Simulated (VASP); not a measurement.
# MnCuAs with PBEsol: from relaxation to properties, part 4 of 8

What structure does MnCuAs take at this level, and what are its properties? The start is a computed cell from the Materials Project.

VASP 6.6.1, plane waves and PAW; the level of theory is named at each step.

Still holding for the runs below: The k-mesh is coarse for a metal.

So far, largest spin moment in the PAW sphere (μB): step 2 (magnetic order: ferromagnetic) 3.38; step 3 (magnetic order: antiferromagnetic within the cell) 3.44; step 4 (magnetic order: antiferromagnetic, q = (0, 0, 1/2)) 3.47; step 5 (magnetic order: antiferromagnetic, q = (1/2, 1/2, 1/2)) 3.45; step 6 (magnetic order: antiferromagnetic, q = (1/2, 1/2, 0)) 3.40.

### 8. Relaxing cell and atoms (PBEsol)

This step: PBEsol, spin-polarised from an antiferromagnetic start; plane waves and PAW (Mn_pv, Cu, As) (VASP 6.6.1).

System of this step: MnCuAs. Symmetry: P4/nmm, No. 129, tetragonal system. The conventional cell has a = 3.699 Å, b = 3.699 Å, c = 6.408 Å, α = 90.00°, β = 90.00°, γ = 90.00°. Nearest to Mn lie 5 As at 2.49 to 2.64 Å and 4 Cu at 2.84 Å. Nearest to Cu lie 4 As at 2.56 Å and 4 Cu at 2.62 Å and 4 Mn at 2.84 Å. Nearest to As lie 5 Mn at 2.49 to 2.64 Å and 4 Cu at 2.56 Å. Farther neighbours are not listed.

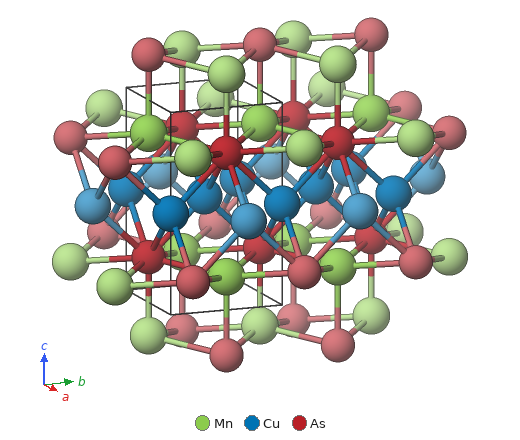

The cell of this step (manganese green, copper blue, arsenic red). 1×2×1 cells are drawn. Some periodic images of atoms are drawn too.

The start need not lie at this functional's minimum. ISIF = 3 frees volume, shape and positions, and EDIFFG sets the threshold on forces and stress at which the search stops.

INCAR reads:

```
SYSTEM = MnCuAs
PREC = Accurate
ENCUT = 400
EDIFF = 1E-06
NELM = 100
ISMEAR = 1
SIGMA = 0.2
LREAL = .FALSE.
ALGO = Normal
GGA = PS
NBANDS = 38
ISPIN = 2
MAGMOM = 3.44 -3.44 0 -0 0.01 -0.01
LASPH = .TRUE.
LMAXMIX = 4
LORBIT = 11
LWAVE = .FALSE.
LCHARG = .FALSE.
KPAR = 8
IBRION = 2
NSW = 60
ISIF = 3
EDIFFG = -0.01
```

POSCAR reads:

```
MnCuAs
1.0
    3.6994910000      0.0000000000      0.0000000000
    0.0000000000      3.6994910000      0.0000000000
    0.0000000000      0.0000000000      6.4084220000
Mn Cu As
2 2 2
Direct
    0.0000000000      0.5000000000      0.1640200000
    0.5000000000      0.0000000000      0.8359800000
    0.0000000000      0.0000000000      0.5000000000
    0.5000000000      0.5000000000      0.5000000000
    0.0000000000      0.5000000000      0.7762460000
    0.5000000000      0.0000000000      0.2237540000
```

KPOINTS reads:

```
Automatic mesh
0
Gamma
6 6 4
0 0 0
```

Potentials, in the order of the species: Mn_pv, Cu and As (PBE family, release 64).

Run with:

```bash
$ mpirun -np 8 vasp_std
```

What it wrote:

```text
[... set-up lines as in an earlier step ...]
 entering main loop
       N       E                     dE             d eps       ncg     rms          rms(c)
DAV:   1     0.505231599478E+03    0.50523E+03   -0.25273E+04  5168   0.169E+03
DAV:   2     0.377800490439E+01   -0.50145E+03   -0.48513E+03  4584   0.436E+02
DAV:   3    -0.406835373546E+02   -0.44462E+02   -0.41512E+02  5350   0.148E+02
DAV:   4    -0.429759020585E+02   -0.22924E+01   -0.22644E+01  6504   0.343E+01
DAV:   5    -0.430343480602E+02   -0.58446E-01   -0.58422E-01  5808   0.546E+00    0.194E+01
DAV:   6    -0.411105537116E+02    0.19238E+01   -0.66130E+01  6290   0.128E+02    0.156E+01
DAV:   7    -0.384108789599E+02    0.26997E+01   -0.14282E+01  5758   0.587E+01    0.553E+00
DAV:   8    -0.384627064173E+02   -0.51827E-01   -0.19404E+00  7406   0.248E+01    0.422E+00
DAV:   9    -0.384192131556E+02    0.43493E-01   -0.52481E-01  7162   0.135E+01    0.193E+00
DAV:  10    -0.384017817930E+02    0.17431E-01   -0.65966E-02  6794   0.458E+00    0.871E-01
DAV:  11    -0.384023411804E+02   -0.55939E-03   -0.20933E-02  7122   0.282E+00    0.273E-01
DAV:  12    -0.384026865428E+02   -0.34536E-03   -0.46482E-03  7226   0.649E-01    0.804E-02
DAV:  13    -0.384027239049E+02   -0.37362E-04   -0.26627E-04  6740   0.177E-01    0.467E-02
DAV:  14    -0.384027207427E+02    0.31622E-05   -0.31650E-05  7766   0.121E-01    0.132E-02
DAV:  15    -0.384027217037E+02   -0.96101E-06   -0.61273E-06  5916   0.290E-02
   1 F= -.38402722E+02 E0= -.38403360E+02  d E =-.384027E+02  mag=    -0.0000
 curvature:   0.00 expect dE= 0.000E+00 dE for cont linesearch  0.000E+00
 trial: gam= 0.00000 g(F)=  0.181E-01 g(S)=  0.337E+00 ort = 0.000E+00 (trialstep = 0.100E+01)
 search vector abs. value=  0.355E+00
 bond charge predicted
       N       E                     dE             d eps       ncg     rms          rms(c)
DAV:   1    -0.475697465473E+02   -0.91670E+01   -0.13376E+02  4992   0.168E+02    0.278E+01
DAV:   2    -0.418483923460E+02    0.57214E+01   -0.84838E+01  5628   0.144E+02    0.173E+01
DAV:   3    -0.389124189224E+02    0.29360E+01   -0.18151E+01  4884   0.569E+01    0.774E+00
DAV:   4    -0.387088305212E+02    0.20359E+00   -0.31350E+00  7480   0.313E+01    0.383E+00
DAV:   5    -0.385901790809E+02    0.11865E+00   -0.62265E-01  7264   0.151E+01    0.176E+00
DAV:   6    -0.385730895811E+02    0.17089E-01   -0.13750E-01  6504   0.480E+00    0.885E-01
DAV:   7    -0.385682043705E+02    0.48852E-02   -0.22500E-02  6540   0.195E+00    0.444E-01
DAV:   8    -0.385666205361E+02    0.15838E-02   -0.37001E-03  7052   0.549E-01    0.935E-02
DAV:   9    -0.385667373843E+02   -0.11685E-03   -0.59621E-04  5754   0.188E-01    0.496E-02
DAV:  10    -0.385667458290E+02   -0.84448E-05   -0.64247E-05  6616   0.104E-01    0.235E-02
DAV:  11    -0.385667445547E+02    0.12743E-05   -0.12898E-05  6076   0.332E-02    0.113E-02
DAV:  12    -0.385667430738E+02    0.14809E-05   -0.21522E-06  3222   0.161E-02    0.540E-03
DAV:  13    -0.385667428311E+02    0.24275E-06   -0.58846E-07  2376   0.130E-02
   2 F= -.38566743E+02 E0= -.38568286E+02  d E =-.164021E+00  mag=     0.0000
[... from here on, the cycles between the ionic steps are left out ...]
   3 F= -.38570006E+02 E0= -.38571360E+02  d E =-.167284E+00  mag=     0.0000
   4 F= -.38592964E+02 E0= -.38594114E+02  d E =-.229589E-01  mag=     0.0000
   5 F= -.38599076E+02 E0= -.38600138E+02  d E =-.290702E-01  mag=     0.0000
   6 F= -.38611695E+02 E0= -.38612419E+02  d E =-.126192E-01  mag=     0.0000
   7 F= -.38612415E+02 E0= -.38613046E+02  d E =-.133396E-01  mag=     0.0000
   8 F= -.38612419E+02 E0= -.38613039E+02  d E =-.133435E-01  mag=     0.0000
   9 F= -.38612628E+02 E0= -.38613393E+02  d E =-.208501E-03  mag=     0.0000
  10 F= -.38612801E+02 E0= -.38613507E+02  d E =-.381525E-03  mag=     0.0000
  11 F= -.38612801E+02 E0= -.38613513E+02  d E =-.381842E-03  mag=    -0.0000
  12 F= -.38612800E+02 E0= -.38613514E+02  d E =-.381102E-03  mag=     0.0000
  13 F= -.38612751E+02 E0= -.38613490E+02  d E =-.331546E-03  mag=     0.0000
  14 F= -.38612799E+02 E0= -.38613514E+02  d E =-.379703E-03  mag=     0.0000
 curvature:  -0.00 expect dE=-0.533E-07 dE for cont linesearch -0.843E-10
 trial: gam= 0.04291 g(F)=  0.232E-04 g(S)=  0.338E-04 ort =-0.109E-04 (trialstep = 0.112E+01)
 search vector abs. value=  0.585E-04
 bond charge predicted
       N       E                     dE             d eps       ncg     rms          rms(c)
DAV:   1    -0.386126065789E+02    0.19263E-03   -0.13115E-02  7260   0.226E+00    0.109E-01
DAV:   2    -0.386128717156E+02   -0.26514E-03   -0.33942E-03  5196   0.467E-01    0.622E-02
DAV:   3    -0.386128542504E+02    0.17465E-04   -0.15171E-04  6744   0.213E-01    0.415E-02
DAV:   4    -0.386128403104E+02    0.13940E-04   -0.80094E-05  6816   0.193E-01    0.273E-02
DAV:   5    -0.386128321782E+02    0.81322E-05   -0.29497E-05  7180   0.112E-01    0.823E-03
DAV:   6    -0.386128322775E+02   -0.99371E-07   -0.25803E-06  3160   0.261E-02
  15 F= -.38612832E+02 E0= -.38613538E+02  d E =-.333680E-04  mag=    -0.0000
 trial-energy change:   -0.000033  1 .order   -0.000036   -0.000064   -0.000008
 step:   1.2875(harm=  1.2875)  dis= 0.00107  next Energy=   -38.612835 (dE=-0.364E-04)
 reached required accuracy - stopping structural energy minimisation
```

Run time: 83 s. Hardware: 8 MPI ranks of AMD EPYC 9R45, shared host; peak memory 2.1 GiB; 11 min of CPU time.

From OUTCAR (step 8):

```text
   k-points           NKPTS =     30   k-points in BZ     NKDIM =     30   number of bands    NBANDS=     38

   NELECT =      58.0000    total number of electrons

 E-fermi :   8.8656

 spin component 1
 k-point     1 :       0.0000    0.0000    0.0000
  band No.  band energies     occupation
    ...
     26       6.6960      1.00000
     27       7.5914      1.00000
     28       7.9722      1.00000
     29       8.4258      1.00400
     30       8.4258      1.00400
     31       9.0161      0.02303
     32      10.2829     -0.00000
     33      10.6070     -0.00000
     34      10.6070     -0.00000
     35      11.6589     -0.00000
    ...

 k-point     2 :       0.1667    0.0000    0.0000
  band No.  band energies     occupation
    ...
     26       7.0663      1.00000
     27       7.1056      1.00000
     28       7.9966      1.00000
     29       8.5743      1.02955
     30       8.7618      0.88014
     31       9.2496     -0.01026
     32       9.6428     -0.00000
     33      10.7815     -0.00000
     34      10.9948     -0.00000
     35      11.9118     -0.00000
    ...

  Total        0.0487502      0.0487502      0.0403925      0.0000000     -0.0000000      0.0000000
  in kB        0.9700197      0.9700197      0.8037208      0.0000000     -0.0000000      0.0000000
  external PRESSURE =       0.9145868 kB  Pullay stress =       0.0000000 kB

 POSITION                                       TOTAL-FORCE (eV/Angst)
 -----------------------------------------------------------------------------------
      0.00000      1.78559      0.94392        -0.000000      0.000000     -0.001937
      1.78559     -0.00000      5.36979         0.000000     -0.000000      0.001937
      0.00000      3.57117      3.15686         0.000000     -0.000000      0.000000
      1.78559      1.78559      3.15686         0.000000      0.000000      0.000000
      3.57117      1.78559      4.90288        -0.000000      0.000000     -0.008247
      1.78559     -0.00000      1.41083         0.000000     -0.000000      0.008247
 -----------------------------------------------------------------------------------
    total drift:                                0.000000      0.000000     -0.000000

  FREE ENERGIE OF THE ION-ELECTRON SYSTEM (eV)
  ---------------------------------------------------
  free  energy   TOTEN  =       -38.6128322775 eV

  energy  without entropy=      -38.6149489346  energy(sigma->0) =      -38.61353783

 reached required accuracy - stopping structural energy minimisation

 magnetization (x)
# of ion       s       p       d       tot
------------------------------------------
    1        0.030   0.036   2.959   3.025
    2       -0.030  -0.036  -2.959  -3.025
    3        0.000   0.000   0.000   0.000
    4        0.000   0.000   0.000   0.000
    5       -0.008   0.022  -0.003   0.011
    6        0.008  -0.022   0.003  -0.011
--------------------------------------------------
tot          0.000   0.000   0.000   0.000

[... 7 parts as in an earlier step ...]

[... 9 further parts left out ...]
```

CONTCAR:

```
MnCuAs
   1.00000000000000
     3.5711713683291695    0.0000000000000000    0.0000000000000000
    -0.0000000000000000    3.5711713683291695   -0.0000000000000000
     0.0000000000000000   -0.0000000000000000    6.3137112322341782
  Mn              Cu              As
     2     2     2
Direct
     0.0000000000000000    0.5000000000000000    0.1495031496773900
     0.5000000000000000    0.0000000000000000    0.8504968503226101
     0.0000000000000000    1.0000000000000000    0.5000000000000000
     0.5000000000000000    0.5000000000000000    0.5000000000000000
     1.0000000000000000    0.5000000000000000    0.7765449474372296
     0.5000000000000000    0.0000000000000000    0.2234550525627704
```

The magnetic order is the lowest of the few collinear ones that converged above; longer or canted patterns were not tried. After so large a change of volume the plane waves of the start cell no longer fit, so the final stress carries a basis-set error. The run keeps the 16 symmetry operations of its start, so it cannot find a distortion of lower symmetry.

Step by step:

```
step  energy less that of the first step (eV)  largest force (eV/Å)  pressure (GPa)  volume (Å³)
   1                                   0.0000                0.4289           -6.79        87.71
   2                                  -0.1640                0.5180            1.60        80.07
   3                                  -0.1673                0.5160            0.43        80.91
   4                                  -0.1902                0.2587            0.29        80.67
   5                                  -0.1964                0.2326            0.38        80.47
   6                                  -0.2090                0.0818           -0.22        80.73
   7                                  -0.2097                0.0406           -0.33        80.81
   8                                  -0.2097                0.0373           -0.40        80.81
   9                                  -0.2099                0.0197            0.27        80.36
  10                                  -0.2101                0.0150           -0.01        80.55
  11                                  -0.2101                0.0139            0.01        80.53
  12                                  -0.2101                0.0139            0.00        80.53
  13                                  -0.2100                0.0154            0.18        80.45
  14                                  -0.2101                0.0155            0.01        80.52
  15                                  -0.2101                0.0082            0.09        80.52
```

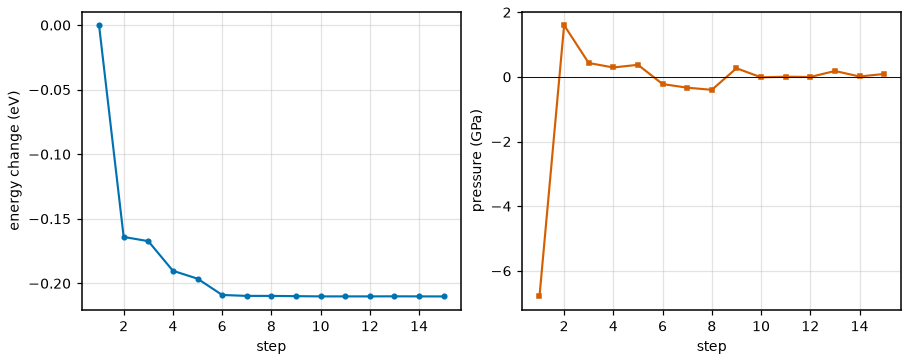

Energy and pressure along the relaxation.

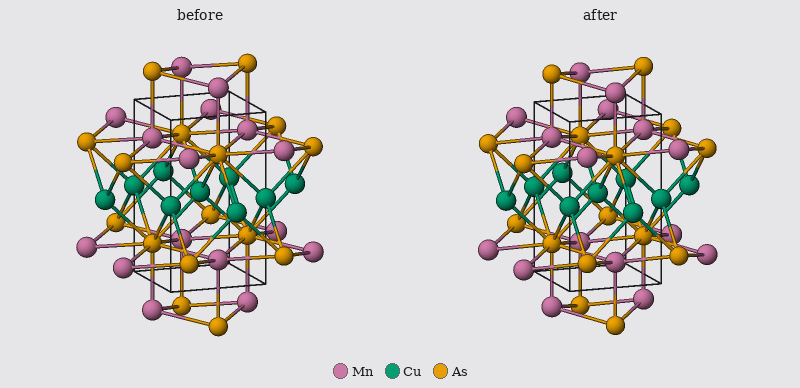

Before and after, at one scale.

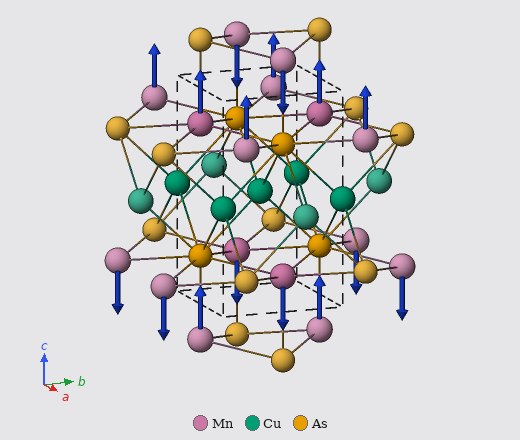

Displacements in the relaxation, exaggerated, measured against the changing cell; the longest in the cell stands for 0.09 Å. Some periodic images of atoms are drawn too.

```
conventional cell, symmetrised  before  after  change
                         a (Å)   3.699  3.571  -3.5 %
                         b (Å)   3.699  3.571  -3.5 %
                         c (Å)   6.408  6.314  -1.5 %
              volume (Å³/atom)   14.62  13.42  -8.2 %
```

The atoms that moved most (Å, as changes of fractional coordinates times the final cell):

```
atom     dx     dy      dz  length
 Mn2  0.000  0.000   0.092   0.092
 Mn1  0.000  0.000  -0.092   0.092
```

Final coordinates:

```cif
data_structure
_symmetry_space_group_name_H-M 'P 1'
_symmetry_Int_Tables_number 1
_cell_length_a 3.5712
_cell_length_b 3.5712
_cell_length_c 6.3137
_cell_angle_alpha 90.000
_cell_angle_beta 90.000
_cell_angle_gamma 90.000
_cell_volume 80.52
loop_
_atom_site_label
_atom_site_type_symbol
_atom_site_fract_x
_atom_site_fract_y
_atom_site_fract_z
_atom_site_occupancy
Mn1 Mn 0.00000 0.50000 0.14950 1
Mn2 Mn 0.50000 0.00000 0.85050 1
Cu3 Cu 0.00000 0.00000 0.50000 1
Cu4 Cu 0.50000 0.50000 0.50000 1
As5 As 0.00000 0.50000 0.77654 1
As6 As 0.50000 0.00000 0.22346 1
```

This step gave:

- electrons: 58
- bands: 38
- irreducible k-points: 30
- symmetry operations: 16
- free energy (TOTEN): -38.61 eV
- energy at zero smearing: -38.61 eV
- Fermi energy: 8.866 eV
- pressure: 0.09146 GPa
- SCF cycles over all ionic steps: 125

Spin moment in the PAW sphere by atom:

```
atom  spin moment in the PAW sphere (μB)
 Mn1                                3.02
 Mn2                               -3.02
 Cu3                                0.00
 Cu4                                0.00
 As5                                0.01
 As6                               -0.01
```

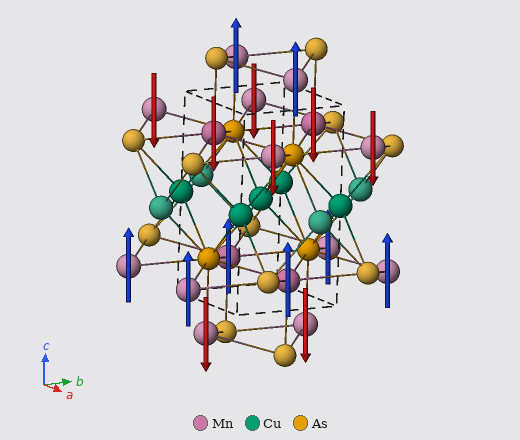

Spin moment in the PAW sphere as arrows, the longest 3.02 μB. Up and down stand for the sign. Arrows give size and sign along the axis of quantisation, drawn up and down the page. The two directions have two colours. Some periodic images of atoms are drawn too.

It ends with a largest force of 0.008 eV/Å and a pressure of 0.09 GPa.

### 9. Second relaxation

The basis stayed that of the start cell while the cell moved. A rerun from the cell reached resets it; the error of the finite cutoff stays.

INCAR is that of step 8.

POSCAR reads:

```
MnCuAs
1.0
    3.5711713683      0.0000000000      0.0000000000
    0.0000000000      3.5711713683      0.0000000000
    0.0000000000      0.0000000000      6.3137112322
Mn Cu As
2 2 2
Direct
    0.0000000000      0.5000000000      0.1495031497
    0.5000000000      0.0000000000      0.8504968503
    0.0000000000      0.0000000000      0.5000000000
    0.5000000000      0.5000000000      0.5000000000
    0.0000000000      0.5000000000      0.7765449474
    0.5000000000      0.0000000000      0.2234550526
```

KPOINTS is that of step 8.

Run with:

```bash
$ mpirun -np 8 vasp_std
```

What it wrote:

```text
[... set-up lines as in an earlier step ...]
 entering main loop
       N       E                     dE             d eps       ncg     rms          rms(c)
DAV:   1     0.517584012562E+03    0.51758E+03   -0.25227E+04  5048   0.173E+03
DAV:   2     0.484606751461E+01   -0.51274E+03   -0.49611E+03  4584   0.447E+02
DAV:   3    -0.411026728030E+02   -0.45949E+02   -0.42996E+02  5250   0.152E+02
DAV:   4    -0.433632697280E+02   -0.22606E+01   -0.22374E+01  6420   0.349E+01
DAV:   5    -0.434226524586E+02   -0.59383E-01   -0.59362E-01  5752   0.566E+00    0.211E+01
DAV:   6    -0.410543186547E+02    0.23683E+01   -0.65102E+01  6330   0.142E+02    0.132E+01
DAV:   7    -0.385302755916E+02    0.25240E+01   -0.13182E+01  5764   0.707E+01    0.412E+00
DAV:   8    -0.386312850302E+02   -0.10101E+00   -0.16288E+00  7134   0.129E+01    0.333E+00
DAV:   9    -0.386050283169E+02    0.26257E-01   -0.24509E-01  7302   0.113E+01    0.176E+00
DAV:  10    -0.385823953356E+02    0.22633E-01   -0.10651E-01  6960   0.529E+00    0.649E-01
DAV:  11    -0.385805713949E+02    0.18239E-02   -0.18148E-02  7178   0.291E+00    0.231E-01
DAV:  12    -0.385807181228E+02   -0.14673E-03   -0.36443E-03  5154   0.315E-01    0.651E-02
DAV:  13    -0.385807374078E+02   -0.19285E-04   -0.17309E-04  6908   0.160E-01    0.421E-02
DAV:  14    -0.385807374239E+02   -0.16034E-07   -0.33045E-05  6488   0.144E-01    0.109E-02
DAV:  15    -0.385807384431E+02   -0.10192E-05   -0.51304E-06  4710   0.154E-02    0.752E-03
DAV:  16    -0.385807379116E+02    0.53155E-06   -0.96130E-07  2568   0.268E-02
   1 F= -.38580738E+02 E0= -.38581446E+02  d E =-.385807E+02  mag=     0.0000
 curvature:   0.00 expect dE= 0.000E+00 dE for cont linesearch  0.000E+00
 trial: gam= 0.00000 g(F)=  0.849E-05 g(S)=  0.102E-04 ort = 0.000E+00 (trialstep = 0.100E+01)
 search vector abs. value=  0.187E-04
 reached required accuracy - stopping structural energy minimisation
```

It took 9.8 s on 8 MPI ranks; peak memory 1.8 GiB; 74 s of CPU time.

From OUTCAR (step 9):

```text
   ENCUT  =  400.0 eV  29.40 Ry    5.42 a.u.   5.82  5.82 10.30*2*pi/ulx,y,z

   NELECT =      58.0000    total number of electrons

 E-fermi :   8.8662

 spin component 1
 k-point     1 :       0.0000    0.0000    0.0000
  band No.  band energies     occupation
    ...
     26       6.6965      1.00000
     27       7.5923      1.00000
     28       7.9727      1.00000
     29       8.4262      1.00398
     30       8.4262      1.00398
     31       9.0171      0.02250
     32      10.2825     -0.00000
     33      10.6076     -0.00000
     34      10.6076     -0.00000
     35      11.6595     -0.00000
    ...

 k-point     2 :       0.1667    0.0000    0.0000
  band No.  band energies     occupation
    ...
     26       7.0668      1.00000
     27       7.1062      1.00000
     28       7.9973      1.00000
     29       8.5750      1.02956
     30       8.7624      0.88024
     31       9.2502     -0.01025
     32       9.6433     -0.00000
     33      10.7820     -0.00000
     34      10.9955     -0.00000
     35      11.9119     -0.00000
    ...

  Total        0.0097698      0.0097698      0.0328016      0.0000000      0.0000000      0.0000000
  in kB        0.1943967      0.1943967      0.6526785      0.0000000      0.0000000      0.0000000
  external PRESSURE =       0.3471573 kB  Pullay stress =       0.0000000 kB

 POSITION                                       TOTAL-FORCE (eV/Angst)
 -----------------------------------------------------------------------------------
      0.00000      1.78559      0.94392         0.000000     -0.000000     -0.001756
      1.78559      0.00000      5.36979         0.000000     -0.000000      0.001756
      0.00000      0.00000      3.15686         0.000000      0.000000      0.000000
      1.78559      1.78559      3.15686         0.000000     -0.000000      0.000000
      0.00000      1.78559      4.90288         0.000000      0.000000     -0.009213
      1.78559      0.00000      1.41083         0.000000     -0.000000      0.009213
 -----------------------------------------------------------------------------------
    total drift:                                0.000000      0.000000     -0.000000

  FREE ENERGIE OF THE ION-ELECTRON SYSTEM (eV)
  ---------------------------------------------------
  free  energy   TOTEN  =       -38.5807379116 eV

  energy  without entropy=      -38.5828634174  energy(sigma->0) =      -38.58144641

[... 7 parts as in an earlier step ...]

[... 11 further parts left out ...]
```

CONTCAR:

```
MnCuAs
   1.00000000000000
     3.5711713682999999    0.0000000000000000    0.0000000000000000
     0.0000000000000000    3.5711713682999999    0.0000000000000000
     0.0000000000000000    0.0000000000000000    6.3137112322000002
  Mn              Cu              As
     2     2     2
Direct
     0.0000000000000000    0.5000000000000000    0.1495031497000028
     0.5000000000000000    0.0000000000000000    0.8504968502999972
     0.0000000000000000    0.0000000000000000    0.5000000000000000
     0.5000000000000000    0.5000000000000000    0.5000000000000000
     0.0000000000000000    0.5000000000000000    0.7765449473999979
     0.5000000000000000    0.0000000000000000    0.2234550526000021
```

Little changed from the start: no atom moved by 0.005 Å and no cell edge by 0.1 %.

This step gave:

```yaml
free_energy_toten: -38.58 eV
energy_at_zero_smearing: -38.58 eV
pressure: 0.03472 GPa
scf_cycles_over_all_ionic_steps: 16
```

It ends with a largest force of 0.009 eV/Å and a pressure of 0.03 GPa. The volume moved by under 0.01 %: the run met its threshold at the first step.

(Continued in part 5 of 8.)

[Lines on the potential files, build, host, timing and source positions are cut from VASP's logs without a mark.]

[Logs are printed without paths, hosts, clocks, repeated set-up lines and the standing remarks that a program may print on its own settings, such as how far it seeks lower states.]

[Hosts, paths, dates, database ids (printed as entryN), source tags and the programs' standing remarks are cut or masked in the printed files.]

[A measured line is paired with the nearest computed mode of its activity, which favours agreement.]

[In band tables of VASP the shares of atoms and orbitals are scaled to a sum of 1 inside the atoms' spheres.]
